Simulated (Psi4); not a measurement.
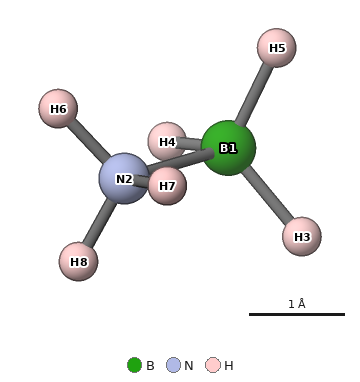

**Figure 1.** The structure (ball-and-stick view, seen at a tilt; atoms are numbered from 1 in the order of the input). Bond lengths as drawn: B–H 1.21 Å, B–N 1.64 Å and H–N 1.01 Å.

Run report: BNH$_{6}$, energy and gradient calculation

System: BNH$_{6}$, multiplicity 3.
Method: B3LYP/6-31G*, UKS (Psi4 1.11).

The geometry is that of the parent species in another charge or spin state. The geometry comes from this level: PBE0-D4/def2-TZVP.

### What the program printed
```
Psi4 1.11 release

gradient() will perform analytic gradient computation.

   => Loading Basis Set <=

    Name: 6-31G*
    Role: ORBITAL
    Keyword: BASIS

         ---------------------------------------------------------
                                   SCF
                              UKS Reference
                        1 Threads,   1525 MiB Core
         ---------------------------------------------------------

  ==> Geometry <==

    Molecular point group: c1
    Full point group: C1

    Geometry (in Angstrom), charge = 0, multiplicity = 3:

       Center              X                  Y                   Z               Mass
    ------------   -----------------  -----------------  -----------------  -----------------
         B           -0.000000719958    -0.000001594630    -0.902557574544    11.009305360000
         N           -0.000000719958    -0.000001594630     0.736201425456    14.003074004430
         H           -0.000000719958     1.169454535133    -1.221726941094     1.007825032230
         H            1.012820511635    -0.584680800585    -1.221632150754     1.007825032230
         H           -1.012702676402    -0.584769125095    -1.221643726938     1.007825032230
         H           -0.000916498618    -0.948059617863     1.098398689433     1.007825032230
         H           -0.820642770274     0.474774518576     1.098499369119     1.007825032230
         H            0.821460021654     0.473320065648     1.098446250300     1.007825032230

  Running in c1 symmetry.

  Rotational constants: A =      2.46006  B =      0.59897  C =      0.59896 [cm^-1]
  Rotational constants: A =  73750.83487  B =  17956.54003  C =  17956.42651 [MHz]
  Nuclear repulsion =   40.754556459560874

  Charge       = 0
  Multiplicity = 3
  Electrons    = 18
  Nalpha       = 10
  Nbeta        = 8

  ==> Algorithm <==

  SCF Algorithm Type is PK.
  DIIS enabled.
  MOM disabled.
  Fractional occupation disabled.
  Guess Type is SAD.
  Energy threshold   = 1.00e-09
  Density threshold  = 1.00e-08
  Integral threshold = 1.00e-12

  ==> Primary Basis <==

  Basis Set: 6-31G*
    Blend: 6-31G*
    Number of shells: 24
    Number of basis functions: 42
    Number of Cartesian functions: 42
    Spherical Harmonics?: false
    Max angular momentum: 2

  ==> DFT Potential <==

   => LibXC <=

    Version 7.1.2

   => Composite Functional: B3LYP <=

    B3LYP Hyb-GGA Exchange-Correlation Functional

    Deriv               =              1
    GGA                 =           TRUE
    Meta                =          FALSE

    Exchange Hybrid     =           TRUE
    MP2 Hybrid          =          FALSE

   => Exchange Functionals <=

    0.0800   Slater exchange
    0.7200         Becke 88

   => Exact (HF) Exchange <=

    0.2000               HF

   => Correlation Functionals <=

    0.1900   Vosko, Wilk & Nusair (VWN5_RPA)
    0.8100   Lee, Yang & Parr

   => LibXC Density Thresholds  <==

    XC_HYB_GGA_XC_B3LYP:  1.00E-15

   => Molecular Quadrature <=

    Radial Scheme          =       TREUTLER
    Pruning Scheme         =           NONE
    Nuclear Scheme         =       TREUTLER

    Blocking Scheme        =         OCTREE
    BS radius alpha        =              1
    Pruning alpha          =              1
    Radial Points          =             99
    Spherical Points       =            590
    Total Points           =         442925
    Total Blocks           =           3156
    Max Points             =            256
    Max Functions          =             42
    Weights Tolerance      =       1.00E-15

  ==> Integral Setup <==

  Using in-core PK algorithm.
   Calculation information:
      Number of atoms:                   8
      Number of AO shells:              24
      Number of primitives:             54
      Number of atomic orbitals:        42
      Number of basis functions:        42

      Integral cutoff                 1.00e-12
      Number of threads:                 1

  Performing in-core PK
  Using 816312 doubles for integral storage.
  We computed 45143 shell quartets total.
  Whereas there are 45150 unique shell quartets.

  ==> DiskJK: Disk-Based J/K Matrices <==

    J tasked:                  Yes
    K tasked:                  Yes
    wK tasked:                  No
    Memory [MiB]:              613
    Schwarz Cutoff:          1E-12

  Cached 100.0% of DFT collocation blocks in 0.519 [GiB].

  Minimum eigenvalue in the overlap matrix is 8.6102818306E-03.
  Reciprocal condition number of the overlap matrix is 1.3362767521E-03.
    Using symmetric orthogonalization.

  ==> Pre-Iterations <==

  SCF Guess: Superposition of Atomic Densities via on-the-fly atomic UHF (no occupation information).

   -------------------------
    Irrep   Nso     Nmo
   -------------------------
     A         42      42
   -------------------------
    Total      42      42
   -------------------------

  ==> Iterations <==

                        Total Energy        Delta E     RMS |[F,P]|

   @UKS iter SAD:   -82.71367850227918   -8.27137e+01   0.00000e+00
   @UKS iter   1:   -82.69533473407635    1.83438e-02   1.60137e-02 ADIIS/DIIS
   @UKS iter   2:   -82.33198919968153    3.63346e-01   2.47213e-02 ADIIS/DIIS
   @UKS iter   3:   -82.90213650297011   -5.70147e-01   4.28607e-03 ADIIS/DIIS
   @UKS iter   4:   -82.92440849869081   -2.22720e-02   1.42274e-03 ADIIS/DIIS
   @UKS iter   5:   -82.92689762267118   -2.48912e-03   3.85441e-04 ADIIS/DIIS
   @UKS iter   6:   -82.92711799597602   -2.20373e-04   1.06173e-04 ADIIS/DIIS
   @UKS iter   7:   -82.92723441542614   -1.16419e-04   1.01649e-04 ADIIS/DIIS
   @UKS iter   8:   -82.92725330031740   -1.88849e-05   9.36891e-05 DIIS
   @UKS iter   9:   -82.92738336735269   -1.30067e-04   1.07353e-04 ADIIS/DIIS
   @UKS iter  10:   -82.92713215965064    2.51208e-04   1.10635e-04 ADIIS/DIIS
   @UKS iter  11:   -82.92673808309723    3.94077e-04   2.39485e-04 ADIIS/DIIS
   @UKS iter  12:   -82.92662519947706    1.12884e-04   3.59202e-04 ADIIS/DIIS
   @UKS iter  13:   -82.92690458190208   -2.79382e-04   5.75735e-05 DIIS
   @UKS iter  14:   -82.92684036604084    6.42159e-05   3.31728e-05 DIIS
   @UKS iter  15:   -82.92682709533891    1.32707e-05   1.31676e-05 DIIS
   @UKS iter  16:   -82.92682757157519   -4.76236e-07   1.93014e-05 DIIS
   @UKS iter  17:   -82.92682737542151    1.96154e-07   5.26897e-06 DIIS
   @UKS iter  18:   -82.92682740484442   -2.94229e-08   1.83683e-06 DIIS
   @UKS iter  19:   -82.92682740304143    1.80299e-09   5.35529e-07 DIIS
   @UKS iter  20:   -82.92682740316843   -1.27002e-10   3.14281e-07 DIIS
   @UKS iter  21:   -82.92682740325793   -8.95000e-11   2.33794e-08 DIIS
   @UKS iter  22:   -82.92682740325711    8.24230e-13   1.97707e-09 DIIS
  Energy and wave function converged.

  ==> Post-Iterations <==

   Electrons on quadrature grid:
      Nalpha   =    9.9999994357 ; deviation = -5.643e-07
      Nbeta    =    7.9999998345 ; deviation = -1.655e-07
      Ntotal   =   17.9999992702 ; deviation = -7.298e-07

   @Spin Contamination Metric:   5.352009058E-03
   @S^2 Expected:                2.000000000E+00
   @S^2 Observed:                2.005352009E+00
   @S   Expected:                1.000000000E+00
   @S   Observed:                1.000000000E+00

    Orbital Energies [Eh]
    ---------------------

    Alpha Occupied:

       1A    -14.365001     2A     -6.781342     3A     -0.926049
       4A     -0.589699     5A     -0.529952     6A     -0.519960
       7A     -0.421952     8A     -0.411538     9A     -0.343506
      10A     -0.013536

    Alpha Virtual:

      11A      0.118860    12A      0.118899    13A      0.123863
      14A      0.136133    15A      0.146351    16A      0.184726
      17A      0.372818    18A      0.394364    19A      0.417041
      20A      0.635753    21A      0.659497    22A      0.673909
      23A      0.787606    24A      0.838071    25A      0.863208
      26A      0.871742    27A      0.878513    28A      0.916339
      29A      0.941771    30A      1.241625    31A      1.254585
      32A      1.448821    33A      1.632473    34A      1.672887
      35A      1.703505    36A      1.856113    37A      1.870292
      38A      2.356153    39A      2.360132    40A      2.390177
      41A      3.456820    42A      3.782076

    Beta Occupied:

       1A    -14.355556     2A     -6.776739     3A     -0.909872
       4A     -0.540338     5A     -0.509427     6A     -0.508664
       7A     -0.382216     8A     -0.330837

    Beta Virtual:

       9A     -0.276935    10A      0.057690    11A      0.145974
      12A      0.147908    13A      0.158865    14A      0.161434
      15A      0.167889    16A      0.200166    17A      0.402330
      18A      0.406679    19A      0.431152    20A      0.658673
      21A      0.677967    22A      0.682446    23A      0.813601
      24A      0.878715    25A      0.880694    26A      0.900381
      27A      0.901964    28A      0.932099    29A      0.964103
      30A      1.263962    31A      1.268989    32A      1.457861
      33A      1.658281    34A      1.711768    35A      1.725046
      36A      1.881104    37A      1.881408    38A      2.367988
      39A      2.370506    40A      2.402440    41A      3.472893
      42A      3.794235

    Final Occupation by Irrep:
              A
    DOCC [     8 ]
    SOCC [     2 ]
    NA   [    10 ]
    NB   [     8 ]

  @UKS Final Energy:   -82.92682740325711

   => Energetics <=

    Nuclear Repulsion Energy =             40.7545564595608738
    One-Electron Energy =                -190.5016071869996495
    Two-Electron Energy =                  77.4488470612216702
    DFT Exchange-Correlation Energy =     -10.6286237370400087
    Empirical Dispersion Energy =           0.0000000000000000
    VV10 Nonlocal Energy =                  0.0000000000000000
    Total Energy =                        -82.9268274032571071

  UHF NO Occupations:
  HONO-2 :    8  A 1.9978857
  HONO-1 :    9  A 1.0000000
  HONO-0 :   10  A 1.0000000
  LUNO+0 :   11  A 0.0021143
  LUNO+1 :   12  A 0.0002736
  LUNO+2 :   13  A 0.0001200
  LUNO+3 :   14  A 0.0000914

Computation Completed

Properties will be evaluated at   0.000000,   0.000000,   0.000000 [a0]

Properties computed using the SCF density matrix

 Multipole Moments:

 ------------------------------------------------------------------------------------
     Multipole            Electronic (a.u.)      Nuclear  (a.u.)        Total (a.u.)
 ------------------------------------------------------------------------------------

 L = 1.  Multiply by 2.5417464519 to convert [e a0] to [Debye]
 Dipole X            :          0.3239123            0.0000174            0.3239298
 Dipole Y            :          0.1867535            0.0000386            0.1867921
 Dipole Z            :         -0.7065944            0.5120470           -0.1945474
 Magnitude           :                                                    0.4215098

 ------------------------------------------------------------------------------------

	total time  =         26 seconds =       0.43 minutes

         ------------------------------------------------------------
                                   SCF GRAD
         ------------------------------------------------------------

  ==> Geometry <==

    Molecular point group: c1
    Full point group: C1

    Geometry (in Angstrom), charge = 0, multiplicity = 3:

       Center              X                  Y                   Z               Mass
    ------------   -----------------  -----------------  -----------------  -----------------
         B           -0.000000719958    -0.000001594630    -0.902557574544    11.009305360000
         N           -0.000000719958    -0.000001594630     0.736201425456    14.003074004430
         H           -0.000000719958     1.169454535133    -1.221726941094     1.007825032230
         H            1.012820511635    -0.584680800585    -1.221632150754     1.007825032230
         H           -1.012702676402    -0.584769125095    -1.221643726938     1.007825032230
         H           -0.000916498618    -0.948059617863     1.098398689433     1.007825032230
         H           -0.820642770274     0.474774518576     1.098499369119     1.007825032230
         H            0.821460021654     0.473320065648     1.098446250300     1.007825032230

  Nuclear repulsion =   40.754556459560874

  ==> Basis Set <==

  Basis Set: 6-31G*
    Blend: 6-31G*
    Number of shells: 24
    Number of basis functions: 42
    Number of Cartesian functions: 42
    Spherical Harmonics?: false
    Max angular momentum: 2

  ==> DirectJKGrad: Integral-Direct SCF Gradients <==

    Gradient:                    1
    J tasked:                  Yes
    K tasked:                  Yes
    wK tasked:                  No
    Integrals threads:           1
    Schwarz Cutoff:          1E-12

  ==> DFT Potential <==

   => LibXC <=

    Version 7.1.2

   => Composite Functional: B3LYP <=

    B3LYP Hyb-GGA Exchange-Correlation Functional

    Deriv               =              1
    GGA                 =           TRUE
    Meta                =          FALSE

    Exchange Hybrid     =           TRUE
    MP2 Hybrid          =          FALSE

   => Exchange Functionals <=

    0.0800   Slater exchange
    0.7200         Becke 88

   => Exact (HF) Exchange <=

    0.2000               HF

   => Correlation Functionals <=

    0.1900   Vosko, Wilk & Nusair (VWN5_RPA)
    0.8100   Lee, Yang & Parr

   => LibXC Density Thresholds  <==

    XC_HYB_GGA_XC_B3LYP:  1.00E-15

   => Molecular Quadrature <=

    Radial Scheme          =       TREUTLER
    Pruning Scheme         =           NONE
    Nuclear Scheme         =       TREUTLER

    Blocking Scheme        =         OCTREE
    BS radius alpha        =              1
    Pruning alpha          =              1
    Radial Points          =             99
    Spherical Points       =            590
    Total Points           =         442925
    Total Blocks           =           3156
    Max Points             =            256
    Max Functions          =             42
    Weights Tolerance      =       1.00E-15

  -Total Gradient:
     Atom            X                  Y                   Z
    ------   -----------------  -----------------  -----------------
       1        0.077238840199     0.044605226177    -0.049181618991
       2       -0.012748489585    -0.007352404293     0.057989835716
       3       -0.028291473761    -0.025990437529     0.019325359512
       4       -0.036661693881    -0.011515638696     0.019321472971
       5       -0.006818111271    -0.003950393303     0.001825092301
       6        0.002174346599     0.043269916940    -0.015971874314
       7        0.038518413035    -0.019817401850    -0.015960439761
       8       -0.033411641971    -0.019248905471    -0.017347723631

	total time  =          2 seconds =       0.03 minutes

    Psi4 run time: 0:00:27.72
```

The run was set up as follows.

### The input (input.inp)
```
memory 1600 mb

molecule {
  0 3
  B
  N 1 1.638759
  H 1 1.212228 2 105.26546
  H 1 1.212215 3 113.3285 2 -114.50882
  H 1 1.212161 4 113.33218 3 130.97902
  H 2 1.01489 1 110.90891 5 59.9411
  H 2 1.014951 6 107.99025 1 121.72399
  H 2 1.014915 6 107.99934 7 116.54912
  units angstrom
  symmetry c1
}

set {
  basis                6-31G*
  reference            uks
  puream               false
  e_convergence        1e-09
  d_convergence        1e-08
  scf_type             pk
  dft_radial_points    99
  dft_spherical_points 590
  maxiter              100
}

gradient("b3lyp")
```

Launch command:
```bash
psi4 input.inp input.out -n 1
```

### Results in brief

- outcome: converged
- total energy: −82.926827 hartree
- basis functions: 42
- largest force: 5.238 eV/Å
- ⟨S²⟩: 2.005
- dipole moment: 1.07 D
- hardware: 1 thread of Intel Xeon @ 2.90GHz (Ice Lake), 64 GiB of memory available, shared host
- wall time: 29 s
- peak memory: 0.79 GiB
